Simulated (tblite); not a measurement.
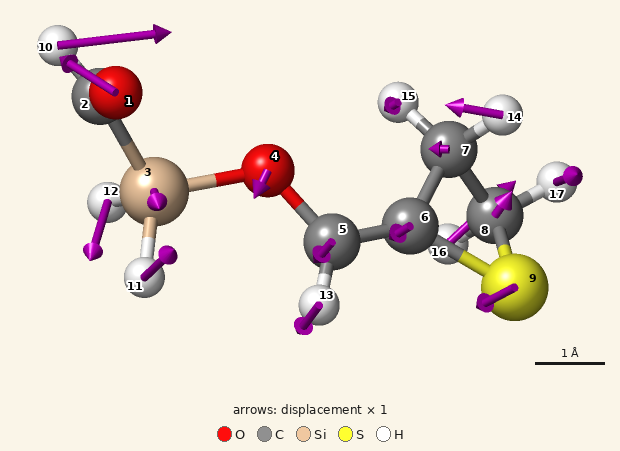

This is a relaxation of C$_{5}$H$_{8}$O$_{2}$SSi. The starting structure is drawn; purple arrows show the displacements, at their true length. The two geometries are superimposed by the best rigid fit.

Style: ball-and-stick. Shown at a tilt.

The calculation used GFN2-xTB geometry optimisation, gas phase (tblite 0.8.0). 

**What did the optimiser do to the structure, and how much energy did it gain?**

The energy falls by 1.175 eV in 183 geometry steps. The atom that moves furthest after the best rigid fit is H10 (1.70 Å). By element the largest moves are H 1.70 Å, O 1.33 Å, S 1.04 Å, Si 0.61 Å, C 0.60 Å. Some distances before and after: Si3–O4 1.728 → 1.623 Å, C2–Si3 1.862 → 1.909 Å, O4–C5 1.404 → 1.358 Å, O1–C2 1.244 → 1.204 Å. Bond angles that change, for instance: C2–Si3–O4 112.4° → 99.5°, Si3–O4–C5 120.1° → 131.2°, C7–C6–S9 87.9° → 96.7°. Groups turn about C2–Si3 by about 100°, C6–C7 by about 40°, Si3–O4 by about 40°.
